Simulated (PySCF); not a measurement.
C₄H₁₂OSi, SMILES CC(C)CO[SiH3] at its GFN2-xTB optimised geometry (Å):

```
18

C      1.9067    -2.0350     0.1863
C      1.3779    -0.6161     0.0000
C      1.9024    -0.0002    -1.2940
C     -0.1529    -0.6161     0.0000
O     -0.6301     0.6966     0.0000
Si    -2.1424     1.2474    -0.1422
H      1.5582    -2.4583     1.1255
H      2.9937    -2.0330     0.1917
H      1.5679    -2.6748    -0.6259
H      1.7046     0.0044     0.8411
H      1.6198    -0.6146    -2.1466
H      1.4831     0.9935    -1.4278
H      2.9866     0.0783    -1.2675
H     -0.5278    -1.1395     0.8894
H     -0.5251    -1.1487    -0.8848
H     -1.8741     2.6748    -0.1002
H     -2.7571     0.8031    -1.3982
H     -2.9937     0.7774     0.9562
```

Calculation: PBE0/def2-SVP in PySCF. Cells within 0.4 Å of a nucleus heavier than hydrogen are left out (blank, or x).

Map of the electrostatic potential (hartree/e), clipped to [-0.08, 0.12] on the plane z = 0.0 Å:

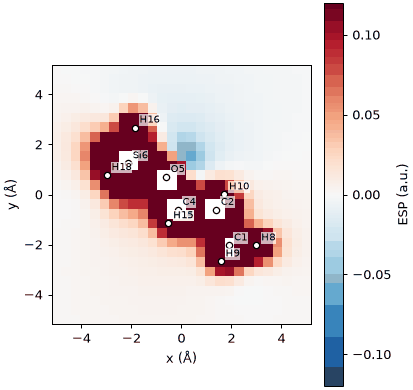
Figure: Electrostatic potential (hartree/e), clipped to [-0.08, 0.12] on the plane z = 0.0 Å.
